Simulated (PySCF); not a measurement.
Si(SMe)4, C4H12S4Si, SMILES S(C)[Si](SC)(SC)SC at its GFN2-xTB optimised geometry (Å):

```
21

C      2.7778     1.2627     1.6310
S      2.4859     0.5146     0.0000
Si     0.3308     0.5146     0.0000
S     -0.3541    -0.4876    -1.7807
C      0.5656    -2.0467    -1.6117
S     -0.3541    -0.4880     1.7805
C     -2.1413    -0.2027     1.6080
S     -0.4529     2.5221     0.0000
C      0.1362     3.0655    -1.6318
H      3.8529     1.3605     1.7359
H      2.3036     2.2384     1.6724
H      2.3791     0.6086     2.3994
H      0.2673    -2.6710    -2.4469
H      0.3036    -2.5221    -0.6717
H      1.6297    -1.8388    -1.6541
H     -2.3376     0.8636     1.6503
H     -2.4859    -0.6203     0.6671
H     -2.6148    -0.7093     2.4420
H     -0.3300     2.4568    -2.3996
H      1.2173     2.9774    -1.6748
H     -0.1627     4.1029    -1.7363
```

Computed with PBE0/def2-SVP run with PySCF.

Map of the electron localisation function on the plane z = 0.8 Å:

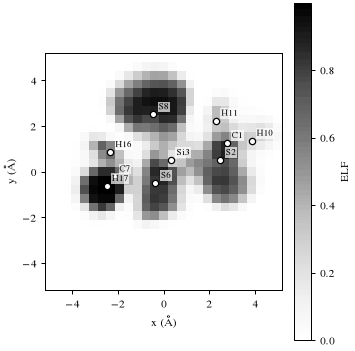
Electron localisation function on the plane z = 0.8 Å.
